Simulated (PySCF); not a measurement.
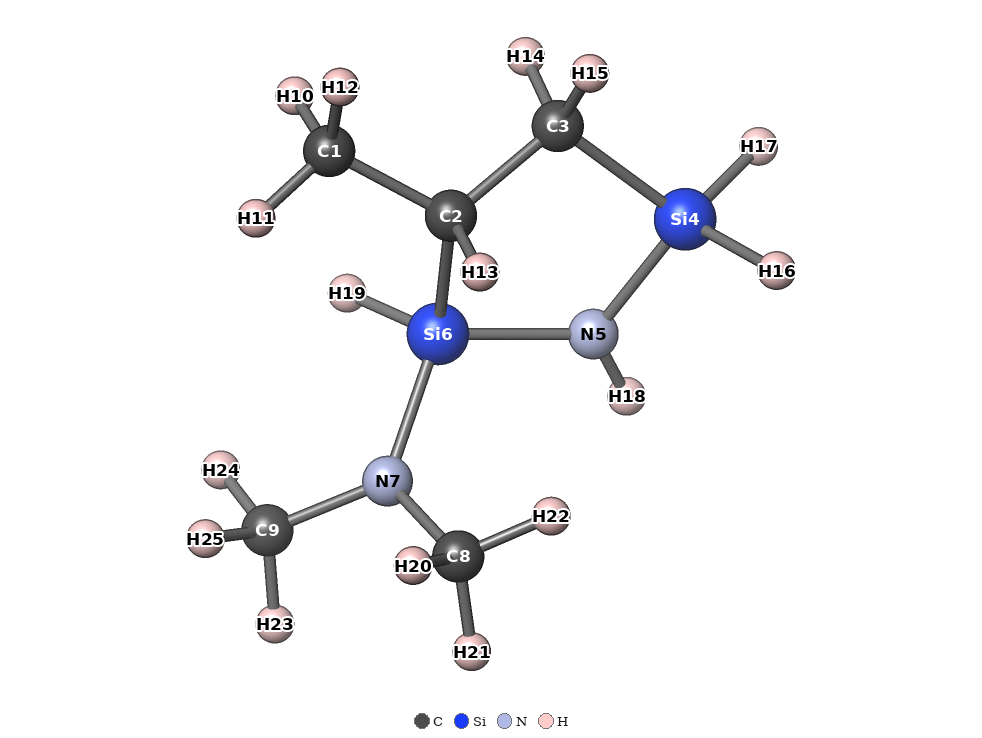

Computed geometry: PBE0-D3(BJ)/def2-SVP optimisation. No frequency run is at hand to confirm it as a minimum. Electric field gradients from the ground-state density, PBE0/pcSseg-1 in dichloromethane (IEF-PCM) (PySCF 2.14.0), non-relativistic apart from any core potentials.

Give the largest field-gradient component, the quadrupole coupling constant and the asymmetry for 14N at N5 (Q = 20.44 mb), 14N at N7 (Q = 20.44 mb).

```
atom  V_zz (a.u.)  e²qQ/h (MHz)     η
  N5       −0.679         −3.26  0.45
  N7       −1.111         −5.34  0.37
```
